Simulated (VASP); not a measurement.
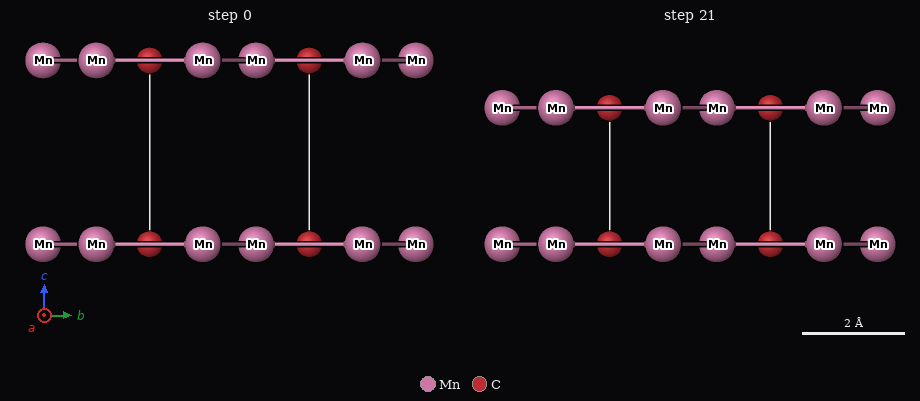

The structure of solid Mn₂C (a generated structure, set up in P6/mmm) before (left) and after (right) a relaxation, at one scale.

The picture is a ball-and-stick view of the cell of the calculation, seen along the a axis.

The run lets cell and atoms move.

All numbers below come from VASP 6.6.1, Kohn-Sham DFT of a periodic cell, PBE, VASP PAW PBE potentials, recommended.

The input:
```
SYSTEM = Mn2C
PREC     = Normal         ! precision mode
ENCUT    = 520            ! plane-wave cutoff, eV
EDIFF    = 1E-4           ! SCF threshold, eV
ISMEAR   = 0              ! smearing method
SIGMA    = 0.15           ! smearing width, eV
LREAL    = .FALSE.        ! projectors in reciprocal space
LASPH    = .TRUE.         ! aspherical terms in the spheres
NELM     = 60             ! most SCF steps
ALGO     = Fast           ! electronic algorithm
ISIF     = 3              ! what is computed and relaxed
LWAVE    = .FALSE.        ! write WAVECAR
LCHARG   = .FALSE.        ! write CHGCAR
ISPIN    = 2              ! spin polarisation
MAGMOM   = 4 4 0          ! initial moments
LORBIT   = 11             ! projections on sites
LMAXMIX  = 4              ! l up to which the mixer works
GGA      = PE             ! functional
IBRION   = 2              ! ionic algorithm
NSW      = 24             ! ionic steps
EDIFFG   = -0.08          ! ionic threshold
```

Run as
```bash
cat potpaw_PBE.64/Mn_pv/POTCAR potpaw_PBE.64/C/POTCAR > POTCAR
mpirun -np 1 vasp_std > vasp.out
```

> What changed between the two?

No atom moves by more than 0.005 Å relative to the cell. Cell: a = b 3.649 → 3.674 Å (+0.7 %), c 3.636 → 2.698 Å (−25.8 %). Volume −24.7 %. Some distances before and after: Mn–Mn 3.636 → 2.698 Å, C–Mn 2.107 → 2.121 Å, Mn–Mn 2.107 → 2.121 Å. The space group stays P6/mmm (No. 191). The energy falls by 218 meV per atom in 21 geometry steps. All forces vanish by symmetry, so only the cell relaxes. Pressure: −4.32 GPa at the start and 0.31 GPa at the end. The volume changes by over a tenth within one run on a fixed set of plane waves, so the end point should be relaxed again from the new cell.

Limits of the set-up: layers or molecules are held without a dispersion correction, so their spacing is unreliable; only the magnetic order of this start and cell was tried (total moment 0.0 μB per cell).
